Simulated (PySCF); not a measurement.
# C4H6O (SMILES C1=COCC1): levels of theory compared

Wanted: a comparison of 6 runs (B3LYP/def2-SVP, BLYP/def2-SVP, CAM-B3LYP/def2-SVP, M06-2X/def2-SVP, revPBE/def2-SVP, CCSD(T)/def2-SVP) of C4H6O. 

The results are computed with PySCF 2.14.0.

2 further runs of the same task are left out: 2 set aside as unsound or not needed.

## Step 1: The system as given

C4H6O has 11 atoms, charge 0, and is taken as a singlet. SMILES: `C1=COCC1`. The shape is that of a GFN2-xTB optimisation.

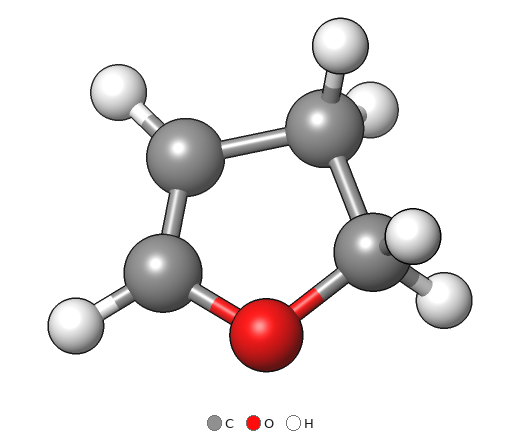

Viewed from a chosen angle; carbon grey, oxygen red, hydrogen white.

## Step 2: The energy at B3LYP/def2-SVP (run 1)

run.py reads:

```python
from pyscf import gto, dft

mol = gto.M(
    atom='''
C      0.430410     0.981450    -0.498530
C      1.038940     0.721840     0.648660
O      0.601980    -0.394020     1.290500
C     -0.429730    -0.975920     0.489370
C     -0.604320    -0.081130    -0.753180
H      0.615910     1.801750    -1.160990
H      1.824150     1.253500     1.153620
H     -0.121120    -1.993670     0.230940
H     -1.337500    -1.031230     1.096900
H     -0.408940    -0.623350    -1.680580
H     -1.609780     0.340760    -0.816690
''',
    max_memory=1860,
    basis='def2-svp',
    verbose=4,
    charge=0,
)

myscf = dft.RKS(mol, xc='b3lyp')
myscf.conv_tol = 1e-10
myscf.grids.level = 5
myscf.kernel()
if not myscf.converged:
    myscf = myscf.newton().run(myscf.mo_coeff, myscf.mo_occ)

etot = myscf.e_tot
print('E = %.10f Eh' % etot)
```

On the command line:

```bash
$ OMP_NUM_THREADS=1 python run.py
```

Output:

```text
PySCF version 2.14.0

[... 81 lines left out ...]
converged SCF energy = -231.051878836499
E = -231.0518788365 Eh
```

It took 28 s on 1 thread of Intel Xeon at 2.70GHz, shared host; peak memory 0.52 GiB.

## Step 3: The energy at BLYP/def2-SVP (run 2)

input.py reads:

```python
from pyscf import gto, dft

mol = gto.Mole()
mol.atom = '''
C    0.430410   0.981450  -0.498530
C    1.038940   0.721840   0.648660
O    0.601980  -0.394020   1.290500
C   -0.429730  -0.975920   0.489370
C   -0.604320  -0.081130  -0.753180
H    0.615910   1.801750  -1.160990
H    1.824150   1.253500   1.153620
H   -0.121120  -1.993670   0.230940
H   -1.337500  -1.031230   1.096900
H   -0.408940  -0.623350  -1.680580
H   -1.609780   0.340760  -0.816690
'''
mol.basis = 'def2-svp'
mol.spin = 0
mol.max_memory = 1860
mol.verbose = 3
mol.build()

mf = dft.RKS(mol, xc='blyp')
mf.conv_tol = 1e-10
mf.grids.level = 5
mf.kernel()
if not mf.converged:
    mf = mf.newton().run(mf.mo_coeff, mf.mo_occ)

etot = mf.e_tot
print(f'total energy: {etot:.8f} hartree')
```

On the command line:

```bash
$ OMP_NUM_THREADS=1 python input.py
```

Output:

```text
converged SCF energy = -230.95096187202
total energy: -230.95096187 hartree
```

Wall time 29 s (1 thread of Intel Xeon at 2.70GHz, shared host); peak memory 0.51 GiB.

Runs 3 to 4 aren't shown in full; the table further down has their settings and results.

## Step 4: A single-point energy at revPBE/def2-SVP (run 5)

calc.py reads:

```python
from pyscf import gto, dft

system = gto.Mole()
system.atom = '''
C      0.430410     0.981450    -0.498530
C      1.038940     0.721840     0.648660
O      0.601980    -0.394020     1.290500
C     -0.429730    -0.975920     0.489370
C     -0.604320    -0.081130    -0.753180
H      0.615910     1.801750    -1.160990
H      1.824150     1.253500     1.153620
H     -0.121120    -1.993670     0.230940
H     -1.337500    -1.031230     1.096900
H     -0.408940    -0.623350    -1.680580
H     -1.609780     0.340760    -0.816690
'''
system.charge = 0
system.max_memory = 1860
system.verbose = 4
system.basis = 'def2-svp'
system.build()

calc0 = dft.RKS(system, xc='revpbe')
calc0.conv_tol = 1e-10
calc0.grids.level = 5
calc0.kernel()
if not calc0.converged:
    calc0 = calc0.newton().run(calc0.mo_coeff, calc0.mo_occ)

e_final = calc0.e_tot
print('Final energy', e_final)
```

On the command line:

```bash
$ OMP_NUM_THREADS=1 python calc.py
```

Output:

```text
PySCF version 2.14.0

[... 83 lines left out ...]
converged SCF energy = -230.983443051964
Final energy -230.98344305196366
```

Run time: 26 s. Hardware: 1 thread of Intel Xeon at 2.70GHz, shared host; peak memory 0.51 GiB.

## Step 5: A single-point energy at CCSD(T)/def2-SVP (run 6)

input.py: that of step 3 with these lines changed.

```diff
@@ -1,2 +1,2 @@
-from pyscf import gto, dft
+from pyscf import gto, scf, cc
 
@@ -16,11 +16,9 @@
 '''
+mol.verbose = 3
 mol.basis = 'def2-svp'
-mol.spin = 0
 mol.max_memory = 1860
-mol.verbose = 3
 mol.build()
 
-mf = dft.RKS(mol, xc='blyp')
+mf = scf.RHF(mol)
 mf.conv_tol = 1e-10
-mf.grids.level = 5
 mf.kernel()
@@ -29,3 +27,6 @@
 
-etot = mf.e_tot
+mycc = cc.CCSD(mf, frozen=5)
+mycc.kernel()
+e_t = mycc.ccsd_t()
+etot = mycc.e_tot + e_t
 print(f'total energy: {etot:.8f} hartree')
```

On the command line:

```bash
$ OMP_NUM_THREADS=1 python input.py
```

Output:

```text
converged SCF energy = -229.617356510303
E(CCSD) = -230.3785259687035  E_corr = -0.7611694584009696
CCSD(T) correction = -0.0255005754552049
total energy: -230.40402654 hartree
```

Run time: 58 s. Hardware: 1 thread of Intel Xeon at 2.70GHz, shared host; peak memory 0.72 GiB.

## Step 6: Overview of the runs

```csv
run,level,integration grid,frozen core orbitals,energy (Eh),dipole moment (D) of the reference,HOMO energy (eV),LUMO energy (eV),wall time
1,B3LYP/def2-SVP,5,–,-231.051879,1.12,-5.75,0.89,28 s
2,BLYP/def2-SVP,5,–,-230.950962,1.02,-4.55,0.26,29 s
3,CAM-B3LYP/def2-SVP,5,–,-230.933718,1.16,-7.30,2.33,46 s
4,M06-2X/def2-SVP,5,–,-230.942049,1.21,-7.27,2.06,48 s
5,revPBE/def2-SVP,5,–,-230.983443,1.03,-4.68,0.17,26 s
6,CCSD(T)/def2-SVP,–,5,-230.404027,1.35,-8.86,5.01,58 s
```

## Step 7: Summary of results

| quantity | value |
| --- | --- |
| run 6: total energy | -230.40403 Eh |
| run 6: dipole moment (Hartree–Fock density) | 1.35 D |
| run 6: HOMO energy (Hartree–Fock orbitals) | -8.86 eV |
| run 6: LUMO energy (Hartree–Fock orbitals) | 5.01 eV |
| run 6: HOMO–LUMO gap (Hartree–Fock orbitals) | 13.86 eV |
| run 6: correlation energy (5 core orbitals frozen) | -786.7 mEh |
| run 6: (T) correction | -25.50 mEh |
| run 6: T1 diagnostic | 0.012 |

Over runs 1, 2, 3, 4, 5 the dipole moment (its size) runs from 1.02 D (BLYP/def2-SVP) to 1.21 D (M06-2X/def2-SVP). Over runs 1, 2, 3, 4, 5 the HOMO–LUMO gap runs from 4.81 eV (BLYP/def2-SVP) to 9.63 eV (CAM-B3LYP/def2-SVP). Totals of different functionals can't be ranked against each other. All runs together took 3.9 min, the longest 58 s.
